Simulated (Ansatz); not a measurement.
The relaxed structure here is a generated cell of TaSi2: the first start was made by a random draw of sites in a space group, and the end was not matched to a known phase here, so it may be hypothetical. Known forms of TaSi2 include space group No. 181.

A relaxed structure of TaSi₂. Space group R-3m (No. 166). All values below come from r2SCAN (plane waves to 500 eV, PAW, scalar-relativistic; Ansatz, a first-principles code).

```cif
data_Si2Ta
_chemical_formula_sum 'Si2 Ta1'
_space_group_name_H-M_alt 'P 1'
_space_group_IT_number 1
_cell_length_a 3.68671
_cell_length_b 3.68671
_cell_length_c 3.68671
_cell_angle_alpha 78.825
_cell_angle_beta 78.825
_cell_angle_gamma 78.825
loop_
_space_group_symop_operation_xyz
  'x, y, z'
loop_
_atom_site_label
_atom_site_type_symbol
_atom_site_fract_x
_atom_site_fract_y
_atom_site_fract_z
_atom_site_occupancy
Si1 Si 0.34495 0.34495 0.34495 1
Si2 Si 0.65505 0.65505 0.65505 1
Ta1 Ta 0.00000 0.00000 0.00000 1
```

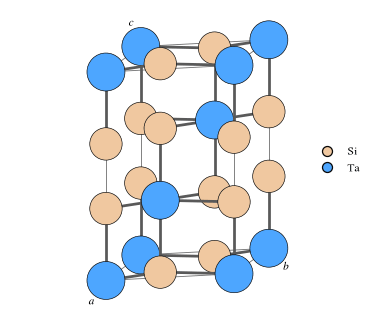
The conventional cell of the relaxed structure

```yaml
volume_per_atom: 15.86 Å³
density: 8.27 g/cm³
band_gap: no gap (metallic)
shortest_distances: Si–Si 2.33 Å; Si–Ta 2.59 Å
k-mesh: 13×13×13
```

Band energies at high-symmetry points (eV from the Fermi level; labels of this space group; no spin-orbit coupling), from −5 eV up to 1.1 eV:

```csv
point,energies
Γ,-4.24 -4.24 -2.24 -2.21 0.47 0.47 0.55 0.55
T,-3.99 -0.12 -0.12 0.51
H2,-2.29 -2.10 -0.30 1.05
H0,-2.29 -2.10 -0.30 1.05
L,-2.81 -2.14 -1.48 -1.35 -1.17 -0.68
S0,-4.52 -2.38 -0.76
S2,-4.52 -2.38 -0.76
F,-2.88 -0.62
```

No spin polarisation in the result. The relaxed primitive cell holds an odd number of electrons. A magnetic state may lie lower.

The run could not lower the symmetry of its start; a shaken copy of this end point relaxes with r2SCAN to I4/mmm (No. 139), 0.73 eV/atom lower.
